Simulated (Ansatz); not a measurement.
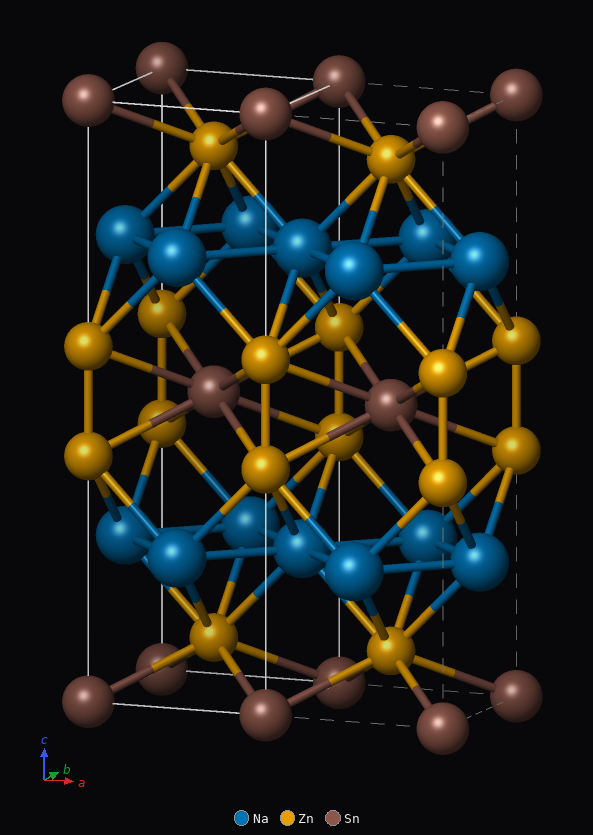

Crystal structure, ball-and-stick style, seen slightly off an axis. The solid box is one conventional unit cell, and 2×1×1 cells are shown. Cell: a = 4.239 Å, b = 4.239 Å, c = 13.512 Å, α = 90.00°, β = 90.00°, γ = 90.00°.

In words:

- The stoichiometry is Na$_{2}$Zn$_{2}$Sn.
- Symmetry: I4/mmm (No. 139), body-centred tetragonal lattice.
- It belongs to the family called ThCr₂Si₂ type.
- Content of the cell: 4 Na, 4 Zn, 2 Sn (Z = 2).
- The Na atoms are each bonded to four Na and four Zn (about 3.0 Å to Na, 3.0 Å to Zn). Each Zn has four Na, four Sn and one Zn (about 3.0 Å to Na, 3.2 Å to Sn, 2.5 Å to Zn). Every Sn atom has eight Zn at about 3.2 Å as neighbours.
- With all bonds counted the structure is a three-dimensional framework. Leaving out the bonds to Na, what remains is Zn2Sn layers parallel to (001).

Provenance: a textbook structure type filled with these elements (whether it is the usual form wasn't checked). The final geometry of a relaxation with DFT PBE, scalar-relativistic, plane waves, PAW in Ansatz is shown.
